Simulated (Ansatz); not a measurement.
# LaYO2F2 (built on the sites of a database entry of LaOF): from the cell to its phonons

Task: relax LaYO2F2 (built on the sites of a database entry of LaOF), then find its harmonic phonons.

Method: DFT PBEsol, scalar-relativistic, plane waves, norm-conserving pseudopotentials, in Ansatz 0.2.0.

The structure was built from a prototype and need not be the compound's stable phase.

## Step 1: The starting structure

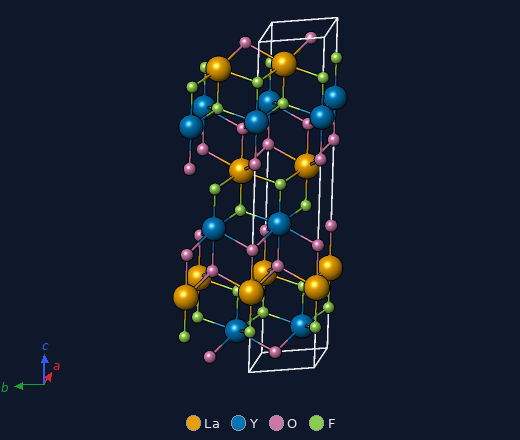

The cell as given, from a free direction (lanthanum orange, yttrium blue, oxygen pink, fluorine green). 1×2×1 cells are drawn. This picture shows the conventional cell, with its axes. Some periodic images of atoms are drawn too.

Structure file:

```
La Y O F
1.0
     1.96493    1.13445    6.53585
    -1.96493    1.13445    6.53585
     0.00000   -2.26890    6.53585
La Y O F
1 1 2 2
Direct
  0.24200 0.24200 0.24200
  0.75800 0.75800 0.75800
  0.37000 0.37000 0.37000
  0.63000 0.63000 0.63000
  0.12200 0.12200 0.12200
  0.87800 0.87800 0.87800
```

## Step 2: Rough relaxation

A rough relaxation comes first, because large forces or stress need no tight tolerances yet.

Input file input.yaml:

```yaml
crystal:
  lattice:
    - [1.96493, 1.13445, 6.53585]
    - [-1.96493, 1.13445, 6.53585]
    - [0.0, -2.2689, 6.53585]
  atoms:
    - { symbol: La, position: [0.242, 0.242, 0.242] }
    - { symbol: "Y", position: [0.758, 0.758, 0.758] }
    - { symbol: O, position: [0.37, 0.37, 0.37] }
    - { symbol: O, position: [0.63, 0.63, 0.63] }
    - { symbol: F, position: [0.122, 0.122, 0.122] }
    - { symbol: F, position: [0.878, 0.878, 0.878] }
kpoints:
  mp_grid: { grid: [6, 6, 6] }
hamiltonian:
  xc: pbesol
  pseudopotentials: { kind: nc }
scf:
  occupations: { method: gaussian, width: 0.1 }
output:
  forces: true
  stress: true
  eigenvalues: true
relax:
  adjacent_minimum: "off"
  f_tol: 0.05
  max_steps: 80
  cell: { stress_tol: 0.5 }
```

Started as:

```console
$ ansatz run input.yaml --threads 8 --pin off --max-ram 14336MiB --backend cpu --events-out ev --progress --plain --runs-dir out
```

Numbers of over 12 decimals in the logs are rounded to 6 here.

What it wrote:

```text
The last accepted step is kept in <dir> (removed where the run ends without a failure and the disk answers)
[...]
- [1.949902, 1.125776, 6.445348]
    - [-1.949902, 1.125776, 6.445348]
    - [0, -2.251553, 6.445348]
  atoms:
    - { symbol: La, position: [0.258564, 0.258564, 0.258564] }
    - { symbol: Y, position: [0.741933, 0.741933, 0.741933] }
    - { symbol: O, position: [0.381843, 0.381843, 0.381843] }
    - { symbol: O, position: [0.626447, 0.626447, 0.626447] }
    - { symbol: F, position: [0.125417, 0.125417, 0.125417] }
    - { symbol: F, position: [0.865796, 0.865796, 0.865796] }
[key lines of the parts left out:]
SCF converged after 4 iterations
Free energy (F): -4313.185782 eV
Fermi energy:    10.914545 eV
P = ⅓ Tr σ = 0.2859 GPa (2.859 kbar)
```

Elapsed: 2.1 min, on 8 threads of Arm Neoverse N1, shared host; peak memory 1.3 GiB; 16 min of CPU time.

The steps of the relaxation:

```tsv
step	energy less that of the first step (eV)	largest force component (eV/Å)	pressure (GPa)	volume (Å³)
1	0.0000	7.6430	-2.41	87.41
2	-2.6228	3.5876	-3.04	86.64
3	-3.2379	1.5095	3.48	84.01
4	-3.3517	0.2588	-0.30	85.34
5	-3.3573	0.1074	0.00	85.18
6	-3.3582	0.0567	-0.07	85.21
7	-3.3587	0.0158	0.29	84.89
8*	-3.3587	0.0157	0.29	84.89
```

Relaxation steps marked * repeat the geometry before them on a plane-wave basis chosen anew for their cell, so energy and pressure can jump there.

Forces are held to the 6 operations that the run works with; a distortion that breaks them can't arise in this run.

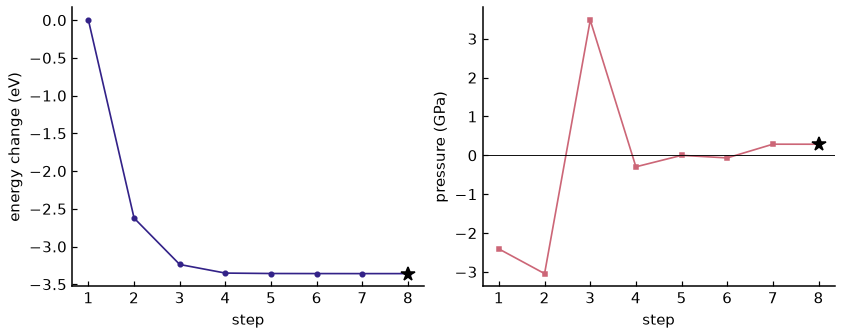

Energy and pressure along the relaxation. Stars mark steps on a basis chosen anew.

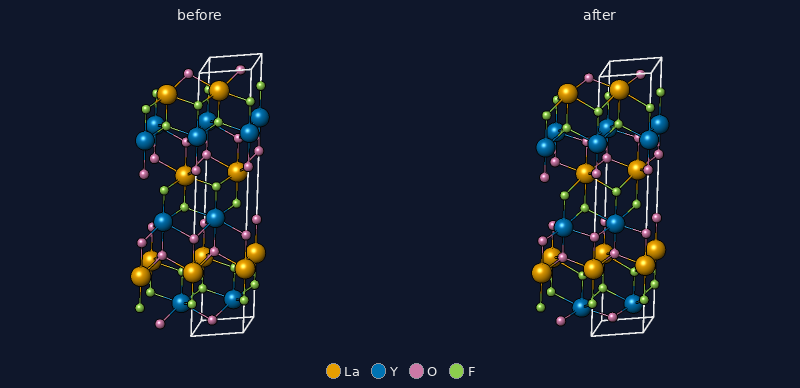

The structure before and after the relaxation, drawn at the same scale.

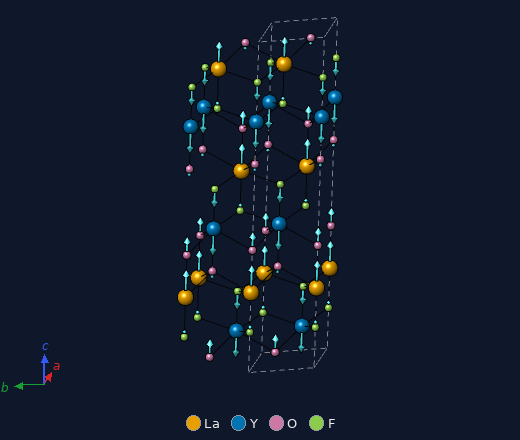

Displacements in the relaxation, exaggerated, measured against the changing cell; the longest in the cell stands for 0.32 Å. 1×2×1 conventional cells are drawn. Some periodic images of atoms are drawn too.

```tsv
conventional cell, symmetrised	before	after	change
a (Å)	3.930	3.900	-0.8 %
b (Å)	3.930	3.900	-0.8 %
c (Å)	19.608	19.336	-1.4 %
volume (Å³/atom)	14.57	14.15	-2.9 %
```

The atoms that moved most (Å, as changes of fractional coordinates times the final cell):

```tsv
atom	dx	dy	dz	length
La1	0.000	0.000	0.320	0.320
Y2	0.000	0.000	-0.311	0.311
F6	0.000	0.000	-0.236	0.236
O3	0.000	0.000	0.229	0.229
O4	0.000	0.000	-0.069	0.069
F5	0.000	0.000	0.066	0.066
```

Final coordinates:

```
La Y O F
1.0
     1.94990    1.12578    6.44535
    -1.94990    1.12578    6.44535
     0.00000   -2.25155    6.44535
La Y O F
1 1 2 2
Direct
  0.25856 0.25856 0.25856
  0.74193 0.74193 0.74193
  0.38184 0.38184 0.38184
  0.62645 0.62645 0.62645
  0.12542 0.12542 0.12542
  0.86580 0.86580 0.86580
```

Numbers from this step:

| Item | Value |
| --- | --- |
| pressure | 0.2859 GPa |
| gap on the k-mesh | 4.497 eV |
| volume per atom | 14.15 Å³ |
| direct gap on mesh | 4.497 eV |

In this step the volume went from 14.57 to 14.15 Å³/atom.

## Step 3: Relaxation

Harmonic phonons are second derivatives at a point where the forces vanish, and they are wanted at zero stress, so atoms and cell are relaxed first.

Input file input.yaml:

```yaml
crystal:
  lattice:
    - [1.949901663, 1.12577625, 6.4453478031]
    - [-1.949901663, 1.12577625, 6.4453478031]
    - [0.0, -2.2515525, 6.4453478031]
  atoms:
    - { symbol: La, position: [0.2585638564, 0.2585638564, 0.2585638564] }
    - { symbol: "Y", position: [0.7419332058, 0.7419332058, 0.7419332058] }
    - { symbol: O, position: [0.3818431327, 0.3818431327, 0.3818431327] }
    - { symbol: O, position: [0.6264467755, 0.6264467755, 0.6264467755] }
    - { symbol: F, position: [0.1254173707, 0.1254173707, 0.1254173707] }
    - { symbol: F, position: [0.8657956589, 0.8657956589, 0.8657956589] }
kpoints:
  mp_grid: { grid: [6, 6, 6] }
hamiltonian:
  xc: pbesol
  pseudopotentials: { kind: nc }
scf:
  occupations: { method: gaussian, width: 0.02 }
output:
  forces: true
  stress: true
  eigenvalues: true
relax:
  adjacent_minimum: "off"
  f_tol: 0.005
  max_steps: 80
  cell: { stress_tol: 0.05 }
```

What it wrote:

```text
[...]
Crystal: 6 atoms, lattice volume = 84.891 Å³
Basis set: ecut = 1496.626244 eV, 11213 PW (Γ), FFT grids on a1−a3, a2−a3, a3, exchange–correlation on 100×100×180 points (8 copies of the dense FFT grid, shifted against one another)
Bands: 30, of which v1, the nominal top of the filled ones, is band 24 counted from 1 (23 counted from 0)
Symmetry: 6 space group operations
[...]
- [1.950703, 1.126239, 6.454220]
    - [-1.950703, 1.126239, 6.454220]
    - [0, -2.252478, 6.454220]
  atoms:
    - { symbol: La, position: [0.258672, 0.258672, 0.258672] }
    - { symbol: Y, position: [0.741886, 0.741886, 0.741886] }
    - { symbol: O, position: [0.381822, 0.381822, 0.381822] }
    - { symbol: O, position: [0.626487, 0.626487, 0.626487] }
    - { symbol: F, position: [0.125328, 0.125328, 0.125328] }
    - { symbol: F, position: [0.865805, 0.865805, 0.865805] }
[key lines of the parts left out:]
SCF converged after 7 iterations
Free energy (F): -4313.186012 eV
Fermi energy:    10.878895 eV
P = ⅓ Tr σ = 0.0127 GPa (0.127 kbar)
```

Elapsed: 81 s, on 8 threads; peak memory 1.3 GiB; 10 min of CPU time.

The steps of the relaxation:

```tsv
step	energy less that of the first step (eV)	largest force component (eV/Å)	pressure (GPa)	volume (Å³)
1	0.0000	0.0156	0.29	84.89
2	-0.0001	0.0326	-0.20	85.21
3	-0.0002	0.0124	-0.03	85.10
4	-0.0002	0.0036	0.01	85.08
5*	-0.0002	0.0036	0.01	85.08
```

Relaxation steps marked * repeat the geometry before them on a plane-wave basis chosen anew for their cell, so energy and pressure can jump there.

Forces are held to the 6 operations that the run works with; a distortion that breaks them can't arise in this run.

```tsv
conventional cell, symmetrised	before	after	change
a (Å)	3.900	3.901	+0.0 %
b (Å)	3.900	3.901	+0.0 %
c (Å)	19.336	19.363	+0.1 %
volume (Å³/atom)	14.15	14.18	+0.2 %
```

The relaxed structure:

```xyz
6
Lattice="1.9507 1.1262 6.4542 -1.9507 1.1262 6.4542 0.0000 -2.2525 6.4542" Properties=species:S:1:pos:R:3 pbc="T T T"
La    0.0000    0.0000    5.0086
Y     0.0000    0.0000   14.3649
O     0.0000    0.0000    7.3931
O     0.0000    0.0000   12.1305
F     0.0000    0.0000    2.4267
F     0.0000    0.0000   16.7643
```

This step gave:

- pressure: 0.01267 GPa
- gap on the k-mesh: 4.493 eV
- volume per atom: 14.18 Å³
- direct gap on mesh: 4.493 eV

In this step the volume went from 14.15 to 14.18 Å³/atom.

## Step 4: Relaxing to small forces for the phonons

Phonons need a cell at rest on their own settings, so the relaxation is repeated with tight tolerances on forces and stress, using the mesh and the filling of the phonon run that follows.

Input file input.yaml:

```yaml
crystal:
  lattice:
    - [1.9507029016, 1.1262388453, 6.4542204916]
    - [-1.9507029016, 1.1262388453, 6.4542204916]
    - [0.0, -2.2524776907, 6.4542204916]
  atoms:
    - { symbol: La, position: [0.2586718676, 0.2586718676, 0.2586718676] }
    - { symbol: "Y", position: [0.7418855899, 0.7418855899, 0.7418855899] }
    - { symbol: O, position: [0.3818221723, 0.3818221723, 0.3818221723] }
    - { symbol: O, position: [0.6264873335, 0.6264873335, 0.6264873335] }
    - { symbol: F, position: [0.1253279187, 0.1253279187, 0.1253279187] }
    - { symbol: F, position: [0.865805118, 0.865805118, 0.865805118] }
kpoints:
  mp_grid: { grid: [6, 6, 6] }
hamiltonian:
  xc: pbesol
  pseudopotentials: { kind: nc }
scf:
  occupations: { method: fixed }
output:
  forces: true
  stress: true
  eigenvalues: true
relax:
  adjacent_minimum: "off"
  f_tol: 0.001
  max_steps: 60
  cell: { stress_tol: 0.01 }
```

What it wrote:

```text
[...]
Crystal: 6 atoms, lattice volume = 85.078 Å³
Basis set: ecut = 1496.626244 eV, 11243 PW (Γ), FFT grids on a1−a3, a2−a3, a3, exchange–correlation on 100×100×180 points (8 copies of the dense FFT grid, shifted against one another)
Bands: 30, of which v1, the nominal top of the filled ones, is band 24 counted from 1 (23 counted from 0)
Symmetry: 6 space group operations
[...]
- [1.950670, 1.126220, 6.455300]
    - [-1.950670, 1.126220, 6.455300]
    - [0, -2.252440, 6.455300]
  atoms:
    - { symbol: La, position: [0.258671, 0.258671, 0.258671] }
    - { symbol: Y, position: [0.741882, 0.741882, 0.741882] }
    - { symbol: O, position: [0.381807, 0.381807, 0.381807] }
    - { symbol: O, position: [0.626508, 0.626508, 0.626508] }
    - { symbol: F, position: [0.125306, 0.125306, 0.125306] }
    - { symbol: F, position: [0.865826, 0.865826, 0.865826] }
[key lines of the parts left out:]
SCF converged after 13 iterations
Free energy (F): -4313.186015 eV
Fermi energy:    8.631303 eV
P = ⅓ Tr σ = -0.0034 GPa (-0.034 kbar)
```

The job ended after 97 s (8 threads; peak memory 1.3 GiB).

Little changed from the start: no atom moved by 0.005 Å and no cell edge by 0.1 %.

This step gave:

```yaml
pressure: -0.003432 GPa
gap_on_the_k_mesh: 4.494 eV
direct_gap_on_mesh: 4.494 eV
```

The largest force component left is 0.77 meV/Å and the pressure is -0.003 GPa, within the tolerances set. The cell now holds 14.18 Å³/atom.

(Part 1 of 2 ends here.)

[Logs are printed without paths, hosts, clocks, repeated set-up lines and the standing remarks that a program may print on its own settings, such as how far it seeks lower states.]

[Hosts, paths, dates, database ids (printed as entryN), source tags and the programs' standing remarks are cut or masked in the printed files.]
